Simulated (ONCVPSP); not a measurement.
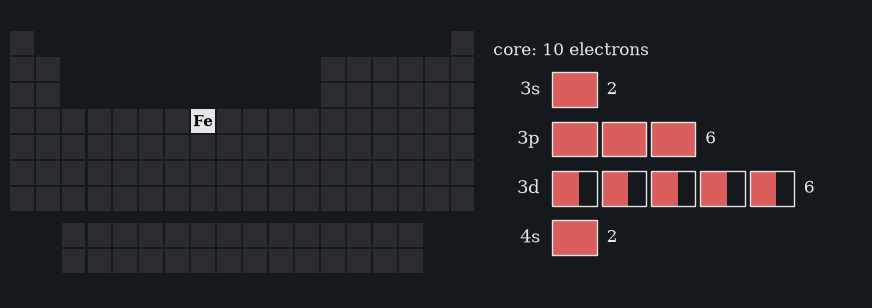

Fig. 1: Left, the place of iron in the periodic table; right, the valence shells of the reference configuration: a box for each of the 2l + 1 orbitals, shaded by the share of the shell that is filled, with the electron count at the right.

## Pseudopotential generation for Fe

System: iron (Fe, Z = 26), core [Ne], reference valence 3s2 3p6 3d6 4s2, valence charge 16.
Method: ONCV potential, LDA (Perdew-Wang 92), scalar-relativistic, made with ONCVPSP 4.0.1.

**Summary**

- outcome: generated
- cutoffs needed: 61 Ha and 78 Ha (the cutoffs at which the residual kinetic energy of the hardest occupied pseudo-wave falls to 1 and 0.1 mHa per electron)
- ghost test: no bound ghost flagged; no localised positive-energy state flagged (flags above 300 eV left out)
- largest excitation error: -770 meV (all-electron minus pseudo) for 3s1 3p6 3d6 4s2, out of 4 test configurations
- rms error of d²Exc/dni dnj: 4.12 mHa without and 2.08 mHa with the model core
- range over which the phases arctan(r R′/R) at the test radius agree within 0.05 rad (a looser test near the poles than one of phase shifts): s: over the whole range computed; p: over the whole range computed; d: over the whole range computed; f: not judged, local potential alone
- hardware: 1 CPU thread, shared host
- wall time: 3.4 s

**Remarks**

An excitation error of 770 meV in its own tests makes this a poorly transferable potential. Warnings of the program, in the generation or the tests: wellstate: negative energy specified for n= 4 l= 1.

**The input**
```
# ATOM AND REFERENCE CONFIGURATION
# atsym  z   nc   nv     iexc    psfile
  Fe 26.00    3    4  -001012      upf
#
#   n    l    f
    1    0    2.00
    2    0    2.00
    2    1    6.00
    3    0    2.00
    3    1    6.00
    3    2    6.00
    4    0    2.00
#
# PSEUDOPOTENTIAL AND OPTIMIZATION
# lmax
    2
#
#   l,   rc,      ep,       ncon, nbas, qcut
    0    1.42    0.00    4    9   10.30
    1    1.06    0.00    3    6   17.50
    2    2.00    0.00    4    8    7.20
#
# LOCAL POTENTIAL
# lloc, lpopt,  rc(5),   dvloc0
    4    5    0.74    0.00
#
# VANDERBILT-KLEINMAN-BYLANDER PROJECTORs
# l, nproj, debl
    0    2    2.40
    1    2    1.40
    2    2    3.50
#
# MODEL CORE CHARGE
# icmod, fcfact, rcfact
    3    6.00    1.30
#
# LOG DERIVATIVE ANALYSIS
# epsh1, epsh2, depsh
   -5.00    5.00    0.04
#
# OUTPUT GRID
# rlmax, drl
    6.00    0.01
#
# TEST CONFIGURATIONS
# ncnf
    4
# nvcnf
#   n    l    f
    4
    3    0    2.00
    3    1    6.00
    3    2    6.00
    4    0    1.00
#
    4
    3    0    2.00
    3    1    6.00
    3    2    6.00
    4    0    0.00
#
    4
    3    0    2.00
    3    1    6.00
    3    2    5.00
    4    0    0.00
#
    4
    3    0    1.00
    3    1    6.00
    3    2    6.00
    4    0    2.00
#
```

Command:
```bash
oncvpsp.x < Fe.dat > Fe.out
```

**Output (extracts)**
```
ONCVPSP  (Optimized Norm-Conservinng Vanderbilt PSeudopotential)
scalar-relativistic version 4.0.1

#   n    l    f        energy (Ha)
    1    0    2.00    -2.5663032E+02
    2    0    2.00    -3.0056922E+01
    2    1    6.00    -2.5650628E+01
    3    0    2.00    -3.4365997E+00
    3    1    6.00    -2.2023869E+00
    3    2    6.00    -2.8490252E-01
    4    0    2.00    -2.0146417E-01

Reference configufation results
  iterations    28
  all-electron total energy (Ha)   -1.27018906D+03

Begin loop to  construct optimized pseudo wave functions
and semi-local pseudopoentials for all angular momenta

Calculating optimized projector #   1

 for l=   0

    Fraction of norm inside rc  0.958554
    Optimizing pswf for qcut=  10.29 a_B^-1,  ecut=  52.91 Ha
    Residual kinetic energy error=  2.97D-08 Ha

    Energy error per electron        Cutoff
         Ha          eV             Ha
         0.01000     0.27211       20.88
         0.00100     0.02721       30.32
         0.00010     0.00272       37.26
         0.00001     0.00027       42.67

Calculating optimized projector #   2

 for l=   0

    Fraction of norm inside rc  0.049219
    Optimizing pswf for qcut=  10.29 a_B^-1,  ecut=  52.91 Ha
    Residual kinetic energy error=  4.00D-08 Ha

    Energy error per electron        Cutoff
         Ha          eV             Ha
         0.01000     0.27211        7.46
         0.00100     0.02721       25.38
         0.00010     0.00272       34.51
         0.00001     0.00027       41.38

WARNING wellstate: negative energy specified for n= 4 l=  1
WARNING scattering state with energy  0.25000000
WARNING will be used for the first projector

   Wellstate for l =  1  n =  4
     eigenvalue =   0.2500
     asymptotic potential =   0.7500
     half-point radius =  3.2436

Calculating optimized projector #   1

 for l=   1

    Fraction of norm inside rc  0.754182
    Optimizing pswf for qcut=  17.51 a_B^-1,  ecut= 153.23 Ha
    Residual kinetic energy error=  3.02D-09 Ha

    Energy error per electron        Cutoff
         Ha          eV             Ha
         0.01000     0.27211       25.61
         0.00100     0.02721       61.19
         0.00010     0.00272       78.45
         0.00001     0.00027       90.62

Calculating optimized projector #   2

 for l=   1

    Fraction of norm inside rc  0.051300
    Optimizing pswf for qcut=  17.51 a_B^-1,  ecut= 153.23 Ha
    Residual kinetic energy error=  6.38D-10 Ha

    Energy error per electron        Cutoff
         Ha          eV             Ha
         0.01000     0.27211       19.48
         0.00100     0.02721       29.24
         0.00010     0.00272       67.64
         0.00001     0.00027       84.85

   Wellstate for l =  2  n =  6
     eigenvalue =   3.2151
     asymptotic potential =   3.7151
     half-point radius =  3.8864

Calculating optimized projector #   1

 for l=   2

    Fraction of norm inside rc  0.898874
    Optimizing pswf for qcut=   7.21 a_B^-1,  ecut=  25.98 Ha
    Residual kinetic energy error=  5.53D-05 Ha

    Energy error per electron        Cutoff
         Ha          eV             Ha
         0.01000     0.27211       19.24
         0.00100     0.02721       22.41
         0.00010     0.00272       25.84
         0.00001     0.00027       55.99

Calculating optimized projector #   2

 for l=   2

    Fraction of norm inside rc  0.174871
    Optimizing pswf for qcut=   7.21 a_B^-1,  ecut=  25.98 Ha
    Residual kinetic energy error=  1.67D-03 Ha

    Energy error per electron        Cutoff
         Ha          eV             Ha
         0.01000     0.27211       22.60
         0.00100     0.02721       28.23
         0.00010     0.00272       72.90
         0.00001     0.00027       84.96

Construct Vanderbilt / Kleinmman-Bylander projectors

B matrix Hermiticity error, ll=   0
   1   2    3.0256E-04

  Orthonormal projector coefficients  1.8198E+01  2.5063E+00

B matrix Hermiticity error, ll=   1
   1   2    2.8390E-04

  Orthonormal projector coefficients  1.2013E+01  1.7465E+00

B matrix Hermiticity error, ll=   2
   1   2    1.9457E-04

  Orthonormal projector coefficients -7.1782E+00 -2.5523E+00

Model core correction analysis
  based on d2Exc/dn_idn_j

d2excae - all-electron derivatives

   -4.078496D-02   -3.811956D-02   -2.806608D-02   -2.323247D-03
   -3.811971D-02   -3.652852D-02   -2.755921D-02   -2.836009D-03
   -2.806644D-02   -2.755943D-02   -2.488621D-02   -7.437519D-03
   -2.323245D-03   -2.835927D-03   -7.435985D-03   -2.858547D-02

d2excps - pseudofunction derivatives with no core correction

   -5.134603D-02   -4.444927D-02   -2.397178D-02   -3.089176D-03
   -4.445002D-02   -4.214620D-02   -2.566402D-02   -3.177510D-03
   -2.397194D-02   -2.566412D-02   -2.740702D-02   -7.279787D-03
   -3.089386D-03   -3.177466D-03   -7.278271D-03   -2.858646D-02

rms 2nd derivative error    4.121254E-03

rmatch, rhocmatch    0.4321   32.4854

Teter function model core charge with specified parameters

d2excps - pseudofunction derivatives with core correction

   -4.115729D-02   -3.903696D-02   -2.330141D-02   -2.414254D-03
   -3.903697D-02   -3.854636D-02   -2.513168D-02   -2.830833D-03
   -2.330145D-02   -2.513172D-02   -2.730368D-02   -7.239490D-03
   -2.414256D-03   -2.830758D-03   -7.237974D-03   -2.854144D-02

rms 2nd derivative error    2.077083E-03

Pseudoatom total energy -117.992153

Diagnostic tests using Vanderbilt-Kleinman-Bylander pseudopotentials
  1 or more projectors used as specified by nproj input data

   l    rcore       rmatch      e in        delta e   norm test  slope test

   0   1.4210604   1.4642068  -3.4365997   0.0000042   1.0001812   1.0001653
   0   1.4210604   1.4642068  -0.2014642   0.0000039   1.0000351   1.0000281

   1   1.0600137   1.0921980  -2.2023869  -0.0000221   1.0001593   1.0001938
   1   1.0600137   1.0921980   0.2500000   0.0000253   1.0003703   1.0003703

   2   2.0104599   2.0715018  -0.2849025  -0.0000012   1.0000953   1.0001012
   2   2.0104599   2.0715018   3.2150975   0.0000065   1.0001212   1.0001212

 Testing for bound ghosts
   n   l    E NL Schr. Eq   E Basis Diag.   E Cutoff

   1   0       -3.436596       -3.436595    173.67
   2   0       -0.201460       -0.098560    173.67

   2   1       -2.202409       -2.201790    137.66

   3   2       -0.284904       -0.284648     85.41

 Testing for highly-localized positive-energy ghosts
       l    <radius>/rc     E Basis Diag.   E Cutoff

       0        0.958016       11.639711    173.67  WARNING - GHOST(+)

Test configuration 0

   n   l     f        eae           eps        diff
   1   0  2.0000 -256.63032263
   2   0  2.0000  -30.05692186
   2   1  6.0000  -25.65062819
   3   0  2.0000   -3.43659968   -3.43659550    4.17D-06
   3   1  6.0000   -2.20238692   -2.20240898   -2.21D-05
   3   2  6.0000   -0.28490252   -0.28490373   -1.21D-06
   4   0  2.0000   -0.20146417   -0.20146025    3.92D-06

    Total energies and differences
      AE_ref= -1.27018906D+03  AE_tst= -1.27018906D+03  dif=  0.00D+00
      PS_ref= -1.17992153D+02  PS_tst= -1.17992153D+02  dif=  1.55D-12
      PSP excitation error= -1.55D-12

Test configuration 1

   n   l     f        eae           eps        diff
   1   0  2.0000 -256.94882019
   2   0  2.0000  -30.36854067
   2   1  6.0000  -25.96284607
   3   0  2.0000   -3.75283628   -3.75521903   -2.38D-03
   3   1  6.0000   -2.51896474   -2.52063259   -1.67D-03
   3   2  6.0000   -0.59804520   -0.59975550   -1.71D-03
   4   0  1.0000   -0.46403105   -0.46375100    2.80D-04

    Total energies and differences
      AE_ref= -1.27018906D+03  AE_tst= -1.26985927D+03  dif=  3.30D-01
      PS_ref= -1.17992153D+02  PS_tst= -1.17662465D+02  dif=  3.30D-01
      PSP excitation error=  9.93D-05

Test configuration 2

   n   l     f        eae           eps        diff
   1   0  2.0000 -257.31913211
   2   0  2.0000  -30.72822338
   2   1  6.0000  -26.32344989
   3   0  2.0000   -4.11789648   -4.12456116   -6.66D-03
   3   1  6.0000   -2.88415261   -2.88890947   -4.76D-03
   3   2  6.0000   -0.95677749   -0.96121228   -4.43D-03

    Total energies and differences
      AE_ref= -1.27018906D+03  AE_tst= -1.26925344D+03  dif=  9.36D-01
      PS_ref= -1.17992153D+02  PS_tst= -1.17057069D+02  dif=  9.35D-01
      PSP excitation error=  5.31D-04

Test configuration 3

   n   l     f        eae           eps        diff
   1   0  2.0000 -258.03131058
   2   0  2.0000  -31.46328206
   2   1  6.0000  -27.05631795
   3   0  2.0000   -4.80375017   -4.79476631    8.98D-03
   3   1  6.0000   -3.56117975   -3.55207933    9.10D-03
   3   2  5.0000   -1.59925138   -1.57895410    2.03D-02

    Total energies and differences
      AE_ref= -1.27018906D+03  AE_tst= -1.26798436D+03  dif=  2.20D+00
      PS_ref= -1.17992153D+02  PS_tst= -1.15793528D+02  dif=  2.20D+00
      PSP excitation error=  6.07D-03

Test configuration 4

   n   l     f        eae           eps        diff
   1   0  2.0000 -257.38954975
   2   0  2.0000  -30.73043530
   2   1  6.0000  -26.33170448
   3   0  1.0000   -4.03989935   -4.09525685   -5.54D-02
   3   1  6.0000   -2.79707353   -2.83723278   -4.02D-02
   3   2  6.0000   -0.83951888   -0.82730720    1.22D-02
   4   0  2.0000   -0.52997681   -0.53279348   -2.82D-03

    Total energies and differences
      AE_ref= -1.27018906D+03  AE_tst= -1.26646272D+03  dif=  3.73D+00
      PS_ref= -1.17992153D+02  PS_tst= -1.14237491D+02  dif=  3.75D+00
      PSP excitation error= -2.83D-02
```

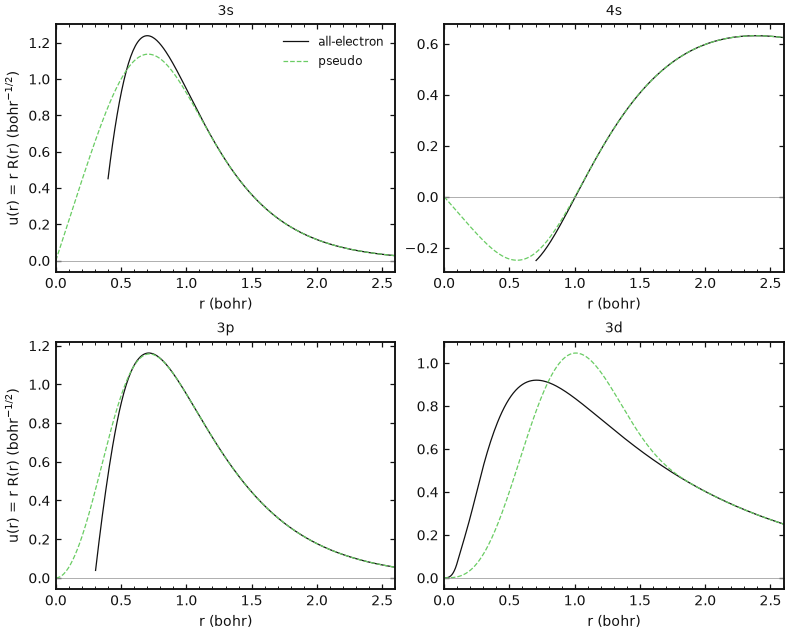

Fig. 2: Partial waves u(r) = r R(r), all-electron (solid) and pseudo (dashed). The innermost oscillations of some all-electron curves aren't drawn. Reference configuration 3s2 3p6 3d6 4s2.

- Matching radii: 3s at 1.42 bohr; 4s at 1.42 bohr; 3p at 1.06 bohr; 3d at 2.00 bohr. The curves merge smoothly, so the plot gives these only roughly.
- Nodes of the pseudo-waves: 3s has no node; 4s has a node at about 1.0 bohr; 3p has no node; 3d has no node. A node in 4s is expected, since a lower shell of the same l is also in the valence and the two must stay orthogonal.

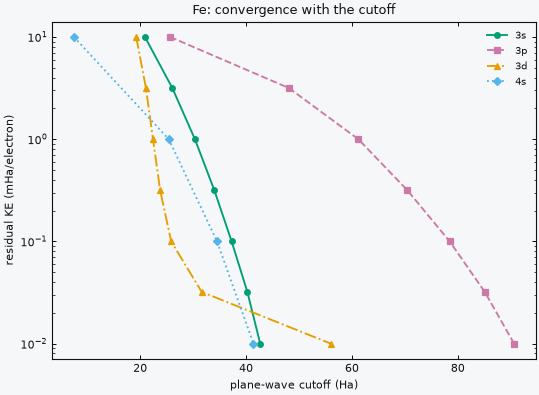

Fig. 3: Residual kinetic energy of the pseudo-waves (the first of each channel, and further valence shells) beyond the plane-wave cutoff, as the generator prints it.

- Cutoffs for 1 mHa per electron: 3p: 61 Ha; 3s: 30 Ha; 4s: 25 Ha; 3d: 22 Ha.
- Hardest wave at 1 mHa per electron: 3p, with rc = 1.06 bohr and qcut = 17.5 1/bohr. The optimisation minimises, but can't always remove, the kinetic energy above qcut²/2 = 153.1 Ha, and a larger rc would as a rule soften the wave at some cost in transferability.
- Cutoffs for the occupied states: 61 Ha for 1 mHa and 78 Ha for 0.1 mHa per electron. The first is set by 3p.

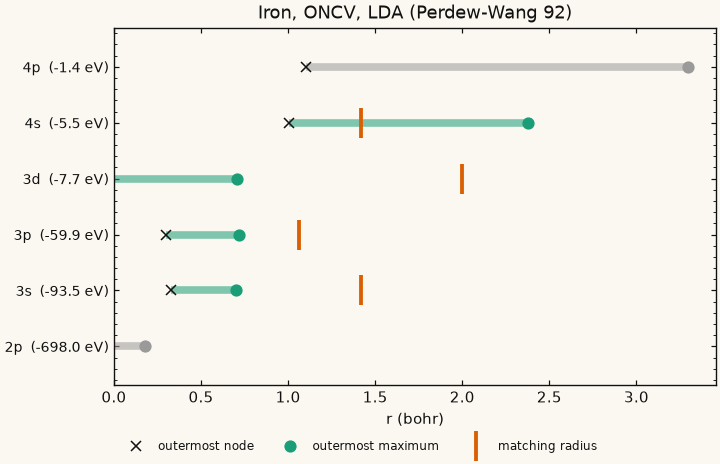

Fig. 4: Outer shells of the all-electron reference atom: each bar runs from the outermost node (or the nucleus) to the outermost maximum of u(r); the tick is the radius chosen for the pseudo-wave. Shells without a tick have no pseudo-wave of their own. Levels, nodes and maxima are from ld1.x, scalar-relativistic.

- Radii against the shells: 3s: 1.42 bohr, outside the maximum; 3p: 1.06 bohr, outside the maximum; 3d: 2.00 bohr, outside the maximum; 4s: 1.42 bohr, between node and maximum.

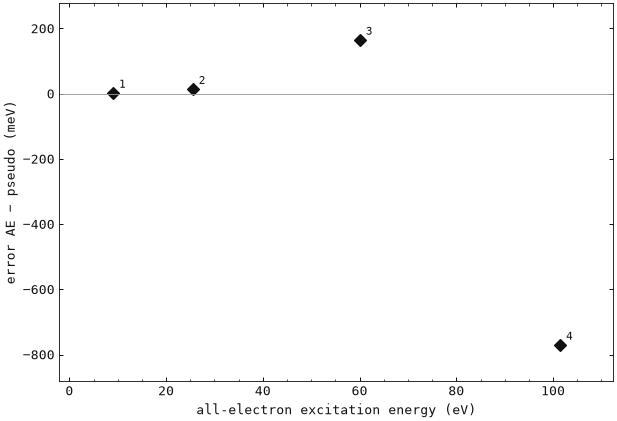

Fig. 5: Errors, all-electron minus pseudo, of the energies of valence configurations relative to the unpolarised reference 3s2 3p6 3d6 4s2. Points: 1 = 3s2 3p6 3d6 4s1; 2 = 3s2 3p6 3d6 4s0; 3 = 3s2 3p6 3d5 4s0; 4 = 3s1 3p6 3d6 4s2.

- Worst configuration: 3s1 3p6 3d6 4s2 (charge +1): the error is -770 meV on an all-electron energy of +101.40 eV relative to the reference, or 0.76 %.
- Errors in meV: 3s2 3p6 3d6 4s1: +2.7; 3s2 3p6 3d6 4s0: +14; 3s2 3p6 3d5 4s0: +165; 3s1 3p6 3d6 4s2: -770.
- Configurations within 10 meV and within 50 meV: 1 and 2 of 4.
